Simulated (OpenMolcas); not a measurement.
## Excited-state calculation, with input and output: C4H4 (part 2 of 4)

Continued. System: C4H4. Method: CASPT2/ANO-RCC-VDZ, DKH2 (OpenMolcas 26.06). The geometry comes from this level: GFN2-xTB.

Geometry of the input (Å):
```
C  -1.0860  1.5621  -0.8941
C  -0.3334  0.8389  -0.3001
C  0.5672  -0.0030  0.3866
C  0.4423  -1.3241  0.4286
H  -1.7516  2.1932  -1.4033
H  1.3833  0.5027  0.8888
H  1.1464  -1.9394  0.9622
H  -0.3681  -1.8304  -0.0688
```

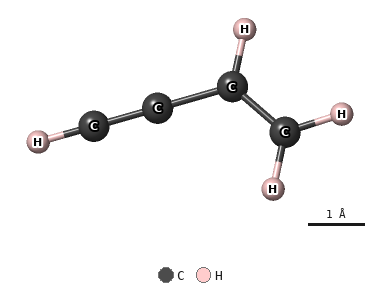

Fig. 1: The structure as given in the input (ball-and-stick view, seen at a tilt).

What the program printed, continued:
```
                C1      C2      C3      C4      H5      H6      H7      H8
      Total    6.1748  6.0169  6.0307  6.1428  0.9285  0.8906  0.9001  0.9156

      N-E     -0.1748 -0.0169 -0.0307 -0.1428  0.0715  0.1094  0.0999  0.0844

      Total electronic charge=   28.000000

      Total            charge=   -0.000000
--

      Expectation values of various properties for root number:  1
      -----------------------------------------------------------

++    Molecular properties:
      ---------------------

      Charge (e):
                      =   -0.0000
      Dipole Moment (debye):
      Origin of the operator (angstrom)=   -0.0866    0.2269   -0.0801
                   X=  2.0552E-01               Y= -3.7831E-01               Z=  1.7103E-01           Total=  4.6326E-01
      Quadrupole Moment (debye*angstrom):
      Origin of the operator (angstrom)=   -0.0866    0.2269   -0.0801
                  XX= -2.2973E+01              XY= -1.7370E+00              XZ=  2.9952E+00              YY= -2.1703E+01
                  YZ= -1.7113E+00              ZZ= -2.4949E+01
      In traceless form (debye*angstrom)
                  XX=  3.5297E-01              XY= -2.6055E+00              XZ=  4.4928E+00              YY=  2.2584E+00
                  YZ= -2.5670E+00              ZZ= -2.6113E+00
--

      LoProp population analysis for root number:  1
      -----------------------------------------------

++    LoProp analysis:
      ----------------

++    Static properties:
      ------------------

      LoProp Charges per center

                   C1       C2       C3       C4       H5       H6       H7       H8
      Nuclear      6.0000   6.0000   6.0000   6.0000   1.0000   1.0000   1.0000   1.0000
      Electronic  -6.1638  -6.0688  -6.0684  -6.1815  -0.8506  -0.8818  -0.8906  -0.8944

      Total       -0.1638  -0.0688  -0.0684  -0.1815   0.1494   0.1182   0.1094   0.1056
--

      Natural Bond Order analysis for root number:  1

++    Natural Bond Order analysis
      ---------------------------
      Based on LoProp computed density
      -------------------------------------------------------------------------------------
      Atom A       Atom B       Bond Order
      -------------------------------------------------------------------------------------
      NBO located      1.001 non-bonded electrons on atom C1
      NBO located      1.000 non-bonded electrons on atom C2
      NBO located      1.000 non-bonded electrons on atom C3
      NBO located      0.999 non-bonded electrons on atom C4
      The remaining   13.131 electrons are to be considered as diffuse
--

--

      Von Neumann Entropy (Root   2) =  1.20264

      Mulliken population analysis for root number:  2
      -----------------------------------------------

++    Molecular charges:
      ------------------

      Mulliken charges per centre
      ---------------------------

                C1      C2      C3      C4      H5      H6      H7      H8
      Total    6.2025  5.7627  6.1125  6.3430  0.8839  0.8814  0.8984  0.9158

      N-E     -0.2025  0.2373 -0.1125 -0.3430  0.1161  0.1186  0.1016  0.0842

      Total electronic charge=   28.000000

      Total            charge=   -0.000000
--

      Expectation values of various properties for root number:  2
      -----------------------------------------------------------

++    Molecular properties:
      ---------------------

      Charge (e):
                      =   -0.0000
      Dipole Moment (debye):
      Origin of the operator (angstrom)=   -0.0866    0.2269   -0.0801
                   X= -9.6430E-01               Y=  2.1468E+00               Z= -8.4452E-01           Total=  2.5003E+00
      Quadrupole Moment (debye*angstrom):
      Origin of the operator (angstrom)=   -0.0866    0.2269   -0.0801
                  XX= -2.3465E+01              XY= -1.9801E-01              XZ=  3.9471E+00              YY= -2.3053E+01
                  YZ= -7.1631E-01              ZZ= -2.6596E+01
      In traceless form (debye*angstrom)
                  XX=  1.3591E+00              XY= -2.9701E-01              XZ=  5.9207E+00              YY=  1.9774E+00
                  YZ= -1.0745E+00              ZZ= -3.3365E+00
--

      LoProp population analysis for root number:  2
      -----------------------------------------------

++    LoProp analysis:
      ----------------

++    Static properties:
      ------------------

      LoProp Charges per center

                   C1       C2       C3       C4       H5       H6       H7       H8
      Nuclear      6.0000   6.0000   6.0000   6.0000   1.0000   1.0000   1.0000   1.0000
      Electronic  -6.1621  -5.8309  -6.1500  -6.3860  -0.8171  -0.8700  -0.8896  -0.8943

      Total       -0.1621   0.1691  -0.1500  -0.3860   0.1829   0.1300   0.1104   0.1057
--

      Natural Bond Order analysis for root number:  2

++    Natural Bond Order analysis
      ---------------------------
      Based on LoProp computed density
      -------------------------------------------------------------------------------------
      Atom A       Atom B       Bond Order
      -------------------------------------------------------------------------------------
      NBO located      1.001 non-bonded electrons on atom C1
      NBO located      0.977 non-bonded electrons on atom C1
      NBO located      1.000 non-bonded electrons on atom C2
      NBO located      1.000 non-bonded electrons on atom C3
      NBO located      0.999 non-bonded electrons on atom C4
      The remaining   11.713 electrons are to be considered as diffuse
--

--

      Von Neumann Entropy (Root   3) =  1.56563

      Mulliken population analysis for root number:  3
      -----------------------------------------------

++    Molecular charges:
      ------------------

      Mulliken charges per centre
      ---------------------------

                C1      C2      C3      C4      H5      H6      H7      H8
      Total    6.2425  5.8423  6.0947  6.2076  0.9036  0.8932  0.9005  0.9157

      N-E     -0.2425  0.1577 -0.0947 -0.2076  0.0964  0.1068  0.0995  0.0843

      Total electronic charge=   28.000000

      Total            charge=   -0.000000
--

      Expectation values of various properties for root number:  3
      -----------------------------------------------------------

++    Molecular properties:
      ---------------------

      Charge (e):
                      =   -0.0000
      Dipole Moment (debye):
      Origin of the operator (angstrom)=   -0.0866    0.2269   -0.0801
                   X= -2.2772E-01               Y=  4.6868E-01               Z= -1.8090E-01           Total=  5.5158E-01
      Quadrupole Moment (debye*angstrom):
      Origin of the operator (angstrom)=   -0.0866    0.2269   -0.0801
                  XX= -2.3691E+01              XY= -1.0733E+00              XZ=  2.5510E+00              YY= -2.3047E+01
                  YZ= -1.1198E+00              ZZ= -2.5543E+01
      In traceless form (debye*angstrom)
                  XX=  6.0374E-01              XY= -1.6100E+00              XZ=  3.8265E+00              YY=  1.5702E+00
                  YZ= -1.6797E+00              ZZ= -2.1740E+00
--

      LoProp population analysis for root number:  3
      -----------------------------------------------

++    LoProp analysis:
      ----------------

++    Static properties:
      ------------------

      LoProp Charges per center

                   C1       C2       C3       C4       H5       H6       H7       H8
      Nuclear      6.0000   6.0000   6.0000   6.0000   1.0000   1.0000   1.0000   1.0000
      Electronic  -6.2008  -5.9212  -6.1299  -6.2465  -0.8318  -0.8844  -0.8910  -0.8945

      Total       -0.2008   0.0788  -0.1299  -0.2465   0.1682   0.1156   0.1090   0.1055
--

      Natural Bond Order analysis for root number:  3

++    Natural Bond Order analysis
      ---------------------------
      Based on LoProp computed density
      -------------------------------------------------------------------------------------
      Atom A       Atom B       Bond Order
      -------------------------------------------------------------------------------------
      NBO located      1.001 non-bonded electrons on atom C1
      NBO located      1.000 non-bonded electrons on atom C2
      NBO located      1.000 non-bonded electrons on atom C3
      NBO located      0.999 non-bonded electrons on atom C4
      The remaining   12.672 electrons are to be considered as diffuse
--

--

      Average orbitals are written to the RASORB file
      Natural orbitals for root   1 are written to the RASORB.1 file
      Natural orbitals for root   2 are written to the RASORB.2 file
      Natural orbitals for root   3 are written to the RASORB.3 file
      Spin density orbitals for root   1 are written to the SPDORB.1 file
      Spin density orbitals for root   2 are written to the SPDORB.2 file
      Spin density orbitals for root   3 are written to the SPDORB.3 file

--- Stop Module: rasscf /rc=_RC_ALL_IS_WELL_ ---
           step3.RasOrb.3 step3.rasscf.h5 step3.SpdOrb.1 step3.SpdOrb.2 step3.SpdOrb.3 xmldump
--- Module rasscf spent 1 second ---

--- Start Module: caspt2 ---

                                              &CASPT2

                       available to each process: 1.9 GB of memory, 1 thread

++    Wave function specifications:
      -----------------------------

      Number of closed shell electrons          14
      Number of electrons in active shells       6
      Max number of holes in RAS1 space          0
      Max number of electrons in RAS3 space      0
      Number of inactive orbitals                7
      Number of active orbitals                  6
      Number of secondary orbitals              27
      Spin quantum number                      0.0
      State symmetry                             1
      Number of CSFs                           175
      Number of CASSCF root(s) available         3
      CASPT2 state passed to geometry opt.       3
      A file JOBMIX will be created
      This is a MULTI-STATE CASSCF reference
      Number of CI roots used                    3
      These are:                                 1   2   3
      Off-diagonal elements of Heff are computed
--

++    Orbital specifications:
      -----------------------

      Symmetry species                           1
                                                 a
      Frozen orbitals                            4
      Inactive orbitals                          7
      Active orbitals                            6
      Secondary orbitals                        27
      Deleted orbitals                           0
      Number of basis functions                 44
--

++    CASPT2 specifications:
      ----------------------

      Type of calculation                        MS-CASPT2
      Fock operator                              state-specific
      IPEA shift                                 0.25
      Real shift                                 0.00
      Imaginary shift                            0.20
      The input orbitals will be transformed to quasi-canonical
--

--------------------------------------------------------------------------------
 Estimated memory requirements:
  POLY3 :                   262414
  RHS:                      288152
  SIGMA :                   313504
  PRPCTL:                        0
 Available workspace:    232485535

++ CASPT2 computation for group   1

********************************************************************************
 Multi-State initialization phase begins for group   1
--------------------------------------------------------------------------------
********************************************************************************
 Compute H0 matrices for state    1
--------------------------------------------------------------------------------
--------------------------------------------------------------------------------
 H0 matrices have been computed.

********************************************************************************
  CASPT2 EQUATION SOLUTION
--------------------------------------------------------------------------------

  Total nr of CASPT2 parameters:
   Before reduction:       91569
   After  reduction:       91142

 Variance of |WF0>:       0.7715321792

 The contributions to the second order correlation energy in atomic units.
-----------------------------------------------------------------------------------------------------------------------------
  IT.      VJTU        VJTI        ATVX        AIVX        VJAI        BVAT        BJAT        BJAI        TOTAL       RNORM
-----------------------------------------------------------------------------------------------------------------------------
   1    -0.002925   -0.003917   -0.019571   -0.032136   -0.022006   -0.015840   -0.035898   -0.152336   -0.284629    0.009499
   2    -0.003012   -0.004039   -0.019877   -0.032597   -0.022210   -0.015950   -0.036050   -0.152598   -0.286332    0.001144
   3    -0.003011   -0.004037   -0.019881   -0.032611   -0.022203   -0.015962   -0.036052   -0.152576   -0.286334    0.000191
   4    -0.003012   -0.004037   -0.019877   -0.032607   -0.022200   -0.015960   -0.036048   -0.152572   -0.286313    0.000035
   5    -0.003012   -0.004037   -0.019877   -0.032607   -0.022200   -0.015960   -0.036048   -0.152572   -0.286313    0.000007
   6    -0.003012   -0.004037   -0.019877   -0.032607   -0.022200   -0.015960   -0.036048   -0.152572   -0.286314    0.000001
-----------------------------------------------------------------------------------------------------------------------------

  FINAL CASPT2 RESULT:

      Reference energy:        -153.8132105716
      E2 (Non-variational):      -0.2863139632
      Shift correction:          -0.0022998560
      E2 (Variational):          -0.2886138193
      Total energy:            -154.1018243909
      Residual norm:              0.0000002809
      Reference weight:           0.89279

      Contributions to the CASPT2 correlation energy
      Active & Virtual Only:         -0.0358372351
      One Inactive Excited:          -0.0716670714
      Two Inactive Excited:          -0.1788096568

++ Denominators, etc.
--------------------------------------------------------------------------------------------------------------
 Report on small energy denominators, large coefficients, and large energy contributions.
CASE  SYMM ACTIVE-MIX  NON-ACTIVE INDICES          DENOMINATOR     RHS VALUE       COEFFICIENT     CONTRIBUTION
VJTIP    1  Mu1.0001  In1.011 In1.011               1.14510356      0.04712295     -0.04512162     -0.00212626
ATVX     1  Mu1.0004  Se1.022                       1.08976990      0.04709627     -0.03611697     -0.00170097
ATVX     1  Mu1.0009  Se1.022                       1.22778090      0.05351655     -0.04180557     -0.00223729
ATVX     1  Mu1.0010  Se1.022                       1.24836068      0.03376568     -0.02623485     -0.00088584
AIVX     1  Mu1.0003  In1.011 Se1.022               1.20402435     -0.04411794      0.03484828     -0.00153743
AIVX     1  Mu1.0004  In1.011 Se1.022               1.21971000      0.05974318     -0.05150369     -0.00307699
AIVX     1  Mu1.0009  In1.006 Se1.040               3.05040557      0.09166250     -0.03032754     -0.00277990
VJAIP    1  Mu1.0001  Se1.022 In1.011 In1.011       1.29897706      0.05251864     -0.04969728     -0.00261003
BJAIP    1  Se1.022 In1.011 Se1.022 In1.011         1.46991649      0.06994710     -0.05087178     -0.00355833
--

   (Skipping property calculation,
    use PROP keyword to activate)
--

++ CASPT2 computation for group   2

********************************************************************************
 Multi-State initialization phase begins for group   2
--------------------------------------------------------------------------------
********************************************************************************
 Compute H0 matrices for state    2
--------------------------------------------------------------------------------
--------------------------------------------------------------------------------
 H0 matrices have been computed.
```
